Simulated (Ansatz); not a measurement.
## Electronic structure of AlFH2···SiH4 in real space

```xyz
9

Al   -1.5331   -0.6101    0.2009
F    -1.4758   -0.5580    1.8577
H    -1.7509   -2.0183   -0.4788
H    -1.7008    0.7790   -0.5432
H     0.4626   -0.7219   -0.0861
Si    1.3053    0.5302   -0.2102
H     0.8547    1.5095    0.7996
H     2.6868    0.0636    0.0541
H     1.1512    1.0263   -1.5940
```

The reactant side of a reaction path; geometry: PBE0-D4/def2-TZVP.

Level of theory: Ansatz, RKS PBE0-D4/def2-TZVPP.

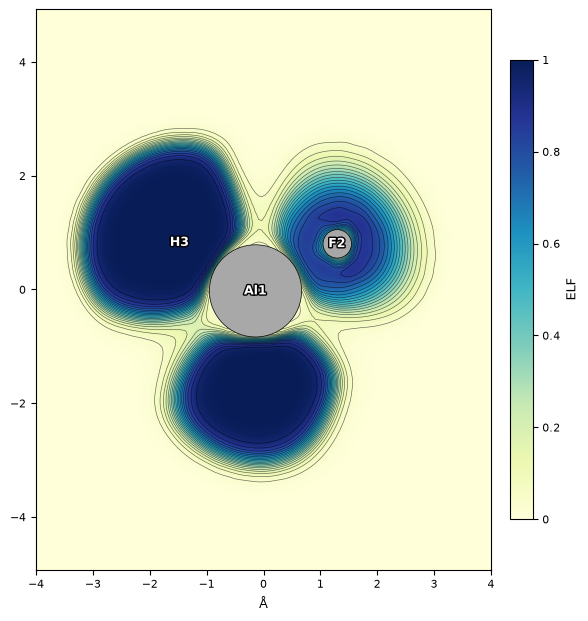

Figure 1. ELF on the plane of atoms F2, Al1 and H3. Grey discs cover the atomic cores.

Question: Read the bonding off the picture.

Answer:
- The section cuts through Al, F and H sites.
- Al–F (1.66 Å): the ELF peaks at about 0.85 in the valence shell of F, 0.5 Å from its nucleus, and is about 0.40 at the midpoint.
- Al–H (1.58 Å): the ELF climbs to about 1 towards the hydrogen.
- The ELF also peaks beside F2, away from the bonds: lone-pair regions.

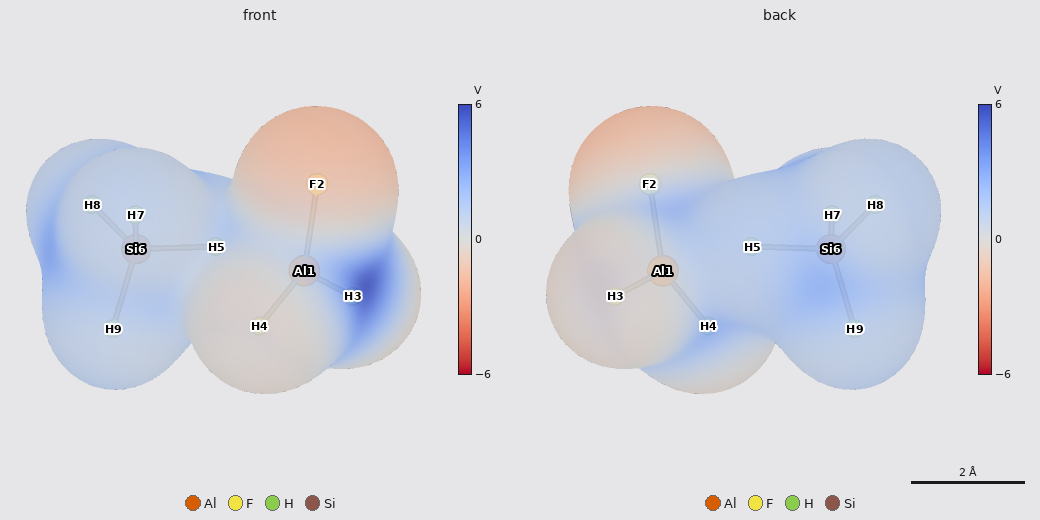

Figure 2. The electrostatic potential painted on the density surface at 0.004 e/bohr³, seen from the front and from behind; the colour scale runs from red (negative) to blue (positive).

Question: Describe the electrostatic potential map.

Answer: The most negative region (about −1.6 V) lies over F2, the most positive (about +4.9 V) over Al1.

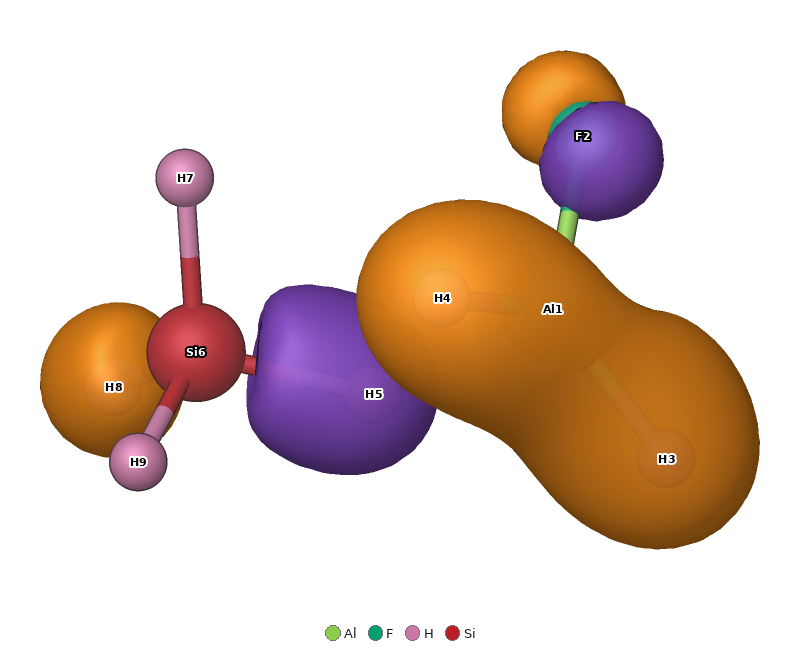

Figure 3. The HOMO−1 at ±0.15 Å⁻³ᐟ² (orange and purple are the two phases), seen at a tilt.

Question: Describe this orbital and give its energy.

Answer: Its weight (Hirshfeld) is mainly on Al1 (about 30 %), H3 (about 20 %), H4 (about 15 %), Si6 (about 10 %), F2 (about 10 %) and H5 (about 10 %). Its energy is −9.75 eV.
